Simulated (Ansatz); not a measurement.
# Calculations on CH₉NSi

## 1. Relaxation

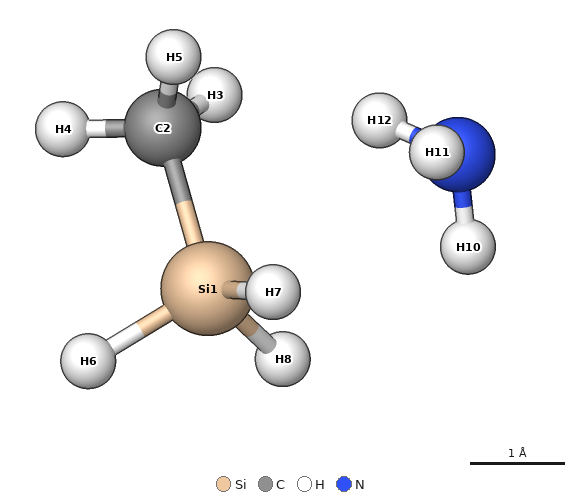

Starting structure of CH₉NSi. A ball-and-stick model, seen at a tilt.

The run prepares an end point of a later path (reaction) calculation, from a guessed geometry.

Level of theory: RKS PBE/6-31G* (Ansatz 0.2.0).

Input
```yaml
crystal:
  periodic: [false, false, false]
  atoms:
    - { symbol: Si, position_ang: [0.117208, -0.009733, 0.209814] }
    - { symbol: C, position_ang: [0.247594, -0.084045, 2.086283] }
    - { symbol: H, position_ang: [-0.460715, -0.777891, 2.566126] }
    - { symbol: H, position_ang: [1.259517, -0.429253, 2.351123] }
    - { symbol: H, position_ang: [0.112426, 0.907164, 2.546728] }
    - { symbol: H, position_ang: [1.513916, -0.166936, -0.332095] }
    - { symbol: H, position_ang: [-0.396098, 1.287268, -0.337096] }
    - { symbol: H, position_ang: [-0.675268, -1.154734, -0.352822] }
    - { symbol: "N", position_ang: [-2.742934, 0.490174, 1.093666] }
    - { symbol: H, position_ang: [-2.72607, -0.051591, 0.224846] }
    - { symbol: H, position_ang: [-2.402959, 1.431361, 0.870471] }
    - { symbol: H, position_ang: [-2.040517, 0.071717, 1.736856] }
basis:
  gaussian: { orbitals: "6-31G*" }
hamiltonian:
  xc: pbe
relax:
  f_tol: 0.03
  max_steps: 50
```

Launched with:
```bash
ansatz run input.yaml --threads 1 --pin off --max-ram 2048MiB --backend cpu --events-out ev --progress --plain --runs-dir out
```

Q: Where does the relaxation end?

A: The largest move after the best rigid fit is that of H5, 1.03 Å. Largest moves by element: H 1.03 Å, N 0.54 Å, Si 0.30 Å, C 0.27 Å. Some distances before and after: N9–H12 1.040 → 1.027 Å, Si1–C2 1.882 → 1.893 Å. Bond angles that change, for instance: Si1–C2–H3 114.5° → 110.8°, C2–Si1–H6 106.9° → 110.5°, C2–Si1–H7 114.9° → 111.3°. Groups turn about Si1–C2 by about 50°. Over 13 accepted moves (14 points after the start) the energy falls by 0.239 eV. The largest force component goes from 0.66 to 0.0099 eV/Å. The line search rejected the trial step at point 5 of the run. The forces were under the threshold at step 12, but the run went on from there. The run took 38 s on 1 thread of Arm Neoverse V1, with other jobs on the host, peak memory 0.13 GiB.

Step by step:

| step | E − E(0), eV | largest force component, eV/Å | note |
| --- | --- | --- | --- |
| 0 | 0.0000 | 0.6601 |  |
| 1 | -0.1231 | 0.2115 |  |
| 2 | -0.1680 | 0.2735 |  |
| 3 | -0.1806 | 0.2025 |  |
| 4 | -0.1917 | 0.1450 |  |
| 5 | -0.1769 | 0.7003 | rejected |
| 6 | -0.2023 | 0.0832 |  |
| 7 | -0.2099 | 0.1564 |  |
| 8 | -0.2165 | 0.3281 |  |
| 9 | -0.2272 | 0.2386 |  |
| 10 | -0.2273 | 0.4107 |  |
| 11 | -0.2373 | 0.0836 |  |
| 12 | -0.2389 | 0.0184 |  |
| 13 | -0.2391 | 0.0579 |  |
| 14 | -0.2393 | 0.0099 |  |

The structure at the end:

```xyz
12

Si    0.4131    0.0548    0.1926
C     0.5124   -0.0524    2.0797
H    -0.4910    0.0255    2.5306
H     0.9558   -1.0119    2.3950
H     1.1347    0.7619    2.4872
H     1.7840   -0.0511   -0.4137
H    -0.1846    1.3599   -0.2499
H    -0.4234   -1.0579   -0.3723
N    -3.2736    0.4071    1.0157
H    -2.9731   -0.2525    0.2875
H    -2.7703    1.2806    0.8179
H    -2.8778    0.0495    1.8934
```

The end point in the same view:

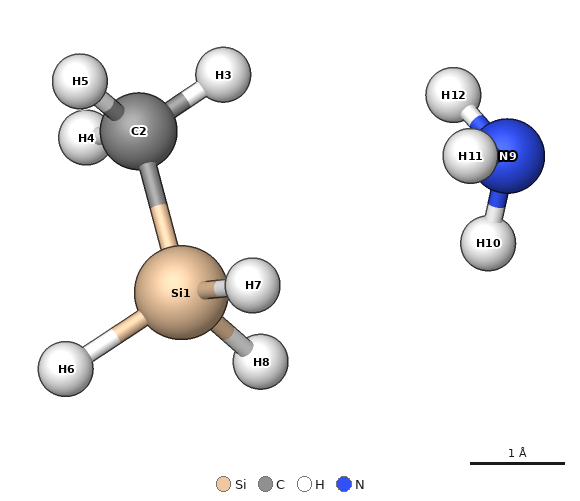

## 2. Relaxation

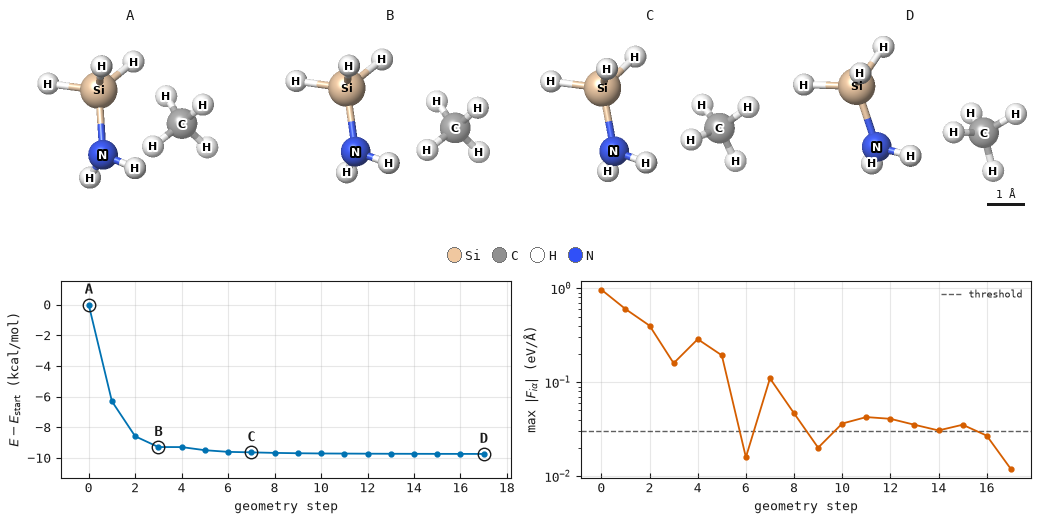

Frames of a relaxation of CH$_{9}$NSi, marked on the history of the run. Style: ball-and-stick. Shown from a free direction.

The run prepares an end point of a later path (reaction) calculation, from a guessed geometry.

Computed with Ansatz, RKS PBE/6-31G*. Settings: no spin polarisation; force threshold 0.03 eV/Å; at most 50 steps.

> Describe the path.

The atom that moves furthest after the best rigid fit is an H atom (1.22 Å). Largest moves by element: H 1.22 Å, Si 0.78 Å, C 0.76 Å, N 0.27 Å. Some distances before and after: N–Si 1.792 → 1.750 Å, H–Si 1.491 → 1.512 Å. Among the angles between lasting bonds that change: H–Si–N 125.0° → 117.8°, H–Si–N 104.2° → 107.3°, H–Si–H 104.7° → 107.0°. The energy falls by 9.74 kcal/mol in 17 geometry steps. Largest force component: 0.97 eV/Å at the start, 0.012 eV/Å at the end. The forces were under the threshold at step 6, but the run went on from there. From step 0 to 3: an H atom moves most (0.54 Å), energy −9.29 kcal/mol. From step 3 to 7: an H atom moves most (0.40 Å), energy −0.35 kcal/mol. From step 7 to 17: an H atom moves most (0.49 Å), energy −0.10 kcal/mol.

## 3. Path

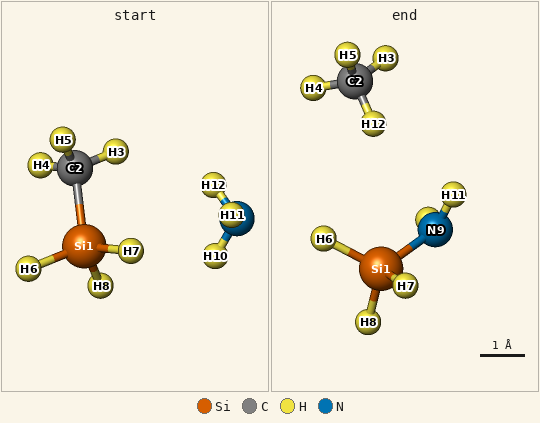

The two relaxed end points of a path for CH₉NSi, made up at the start of CH6Si and NH₃. A ball-and-stick model, seen at a tilt.

The calculation used RKS PBE/6-31G* in Ansatz 0.2.0.

Run with 5 movable images; climbing image; force threshold 0.03 eV/Å; iteration limit 60.

Start:
```xyz
12

Si    0.4107    0.0448    0.1905
C     0.5142   -0.0503    2.0781
H    -0.4879    0.0345    2.5308
H     0.9545   -1.0094    2.3986
H     1.1406    0.7642    2.4786
H     1.7797   -0.0705   -0.4183
H    -0.1830    1.3493   -0.2592
H    -0.4315   -1.0683   -0.3651
N    -3.2726    0.4170    1.0200
H    -2.9764   -0.2486    0.2955
H    -2.7663    1.2872    0.8153
H    -2.8760    0.0636    1.8991
```

End:
```xyz
12

Si   -0.7456    0.2736   -1.1437
C    -0.0051   -0.1256    3.4205
H    -0.7947   -0.2152    4.1823
H     0.6003   -1.0445    3.4097
H     0.6400    0.7329    3.6603
H     0.6735    0.0918   -0.6551
H    -0.7739    1.5401   -1.9468
H    -1.0607   -0.9032   -2.0184
N    -2.0145    0.3852    0.0564
H    -2.2268   -0.4502    0.6043
H    -2.0261    1.2046    0.6659
H    -0.4602    0.0241    2.4285
```

**Predict the minimum-energy path and its barrier.**

Forward barrier 2.02 eV, backward barrier 2.45 eV, with image 2 at the top; the reaction energy is −0.43 eV. Breaking: N9–H12 (1.03 → 1.19 at the top → 2.86 Å), Si1–C2 (1.89 → 2.36 at the top → 4.64 Å). Forming: C2–H12 (3.40 → 1.56 at the top → 1.10 Å), Si1–N9 (3.79 → 1.92 at the top → 1.75 Å). The band converged in 30 iterations. The largest component of the band force went from 11 to 0.027 eV/Å. The climbing image converged on the top of the path. Its vibrational analysis gives one imaginary mode (1147i cm⁻¹), as a transition state must have.

Energies of the converged images:

```
image  path (Å)  E (eV)
    0      0.00   0.000
    1      2.20   0.168
    2      4.40   2.016
    3      5.81  -0.262
    4      7.22  -0.410
    5      8.62  -0.429
    6     10.03  -0.431
```

The geometry at the top of the path:

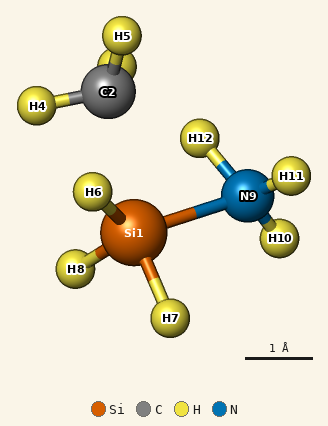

Limits of the set-up: the start holds two separate molecules, 2.5 Å apart at their closest, whose relative position is a soft coordinate and is computed without a dispersion correction.

Cost: 5.2 min on 1 thread of Arm Neoverse V1, with other jobs on the host, peak memory 0.11 GiB.
